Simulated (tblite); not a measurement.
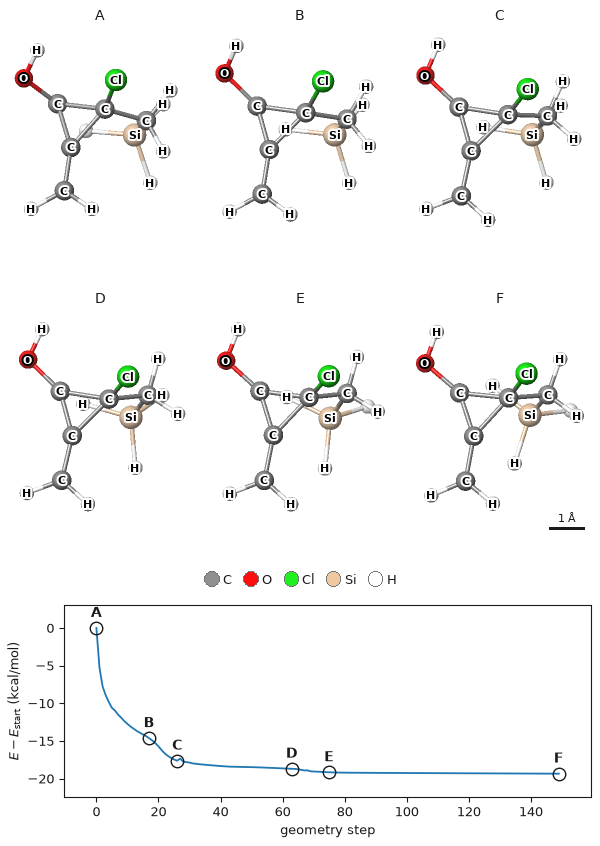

Frames of a relaxation of C₅H₈ClOSi (multiplicity 2), marked on the history of the run. A ball-and-stick model, seen from a free direction.

Theory: GFN2-xTB geometry optimisation, gas phase (tblite 0.8.0). 

Question: What happens along the run?

Answer: Over 149 geometry steps the energy falls by 19.3 kcal/mol. The atom that moves furthest after the best rigid fit is an H atom (1.09 Å). By element the largest moves are H 1.09 Å, Cl 0.52 Å, C 0.51 Å, O 0.45 Å, Si 0.17 Å. Near-neighbour distances that change, for instance: C–C 1.488 → 1.367 Å, C–O 1.398 → 1.328 Å, C–Si 1.846 → 1.907 Å, C–Cl 1.785 → 1.846 Å. Bond angles that change, for instance: C–C–O 113.2° → 148.7°, O–C–C 119.5° → 145.8°, C–C–C 113.5° → 125.2°. Groups turn about C–Si by about 60°. From step 0 to 17: a C atom moves most (0.35 Å), energy −14.6 kcal/mol. From step 17 to 26: an H atom moves most (0.56 Å), energy −2.99 kcal/mol. From step 26 to 63: an H atom moves most (0.40 Å), energy −1.07 kcal/mol. From step 63 to 75: H atoms move most (0.36 Å), energy −0.47 kcal/mol. From step 75 to 149: an H atom moves most (0.38 Å), energy −0.18 kcal/mol.

| step | E − E(0), kcal/mol |
| --- | --- |
| 0 | 0.00 |
| 1 | -5.30 |
| 2 | -7.75 |
| 3 | -8.93 |
| 4 | -9.83 |
| 5 | -10.59 |
| 6 | -10.97 |
| 7 | -11.50 |
| 8 | -11.91 |
| 9 | -12.36 |
| 10 | -12.73 |
| 17 | -14.63 |
| 25 | -17.44 |
| 32 | -18.02 |
| 39 | -18.30 |
| 47 | -18.44 |
| 54 | -18.52 |
| 61 | -18.66 |
| 69 | -19.02 |
| 76 | -19.17 |
| 83 | -19.21 |
| 90 | -19.23 |
| 98 | -19.24 |
| 105 | -19.26 |
| 112 | -19.27 |
| 120 | -19.29 |
| 127 | -19.30 |
| 134 | -19.32 |
| 142 | -19.33 |
| 149 | -19.34 |
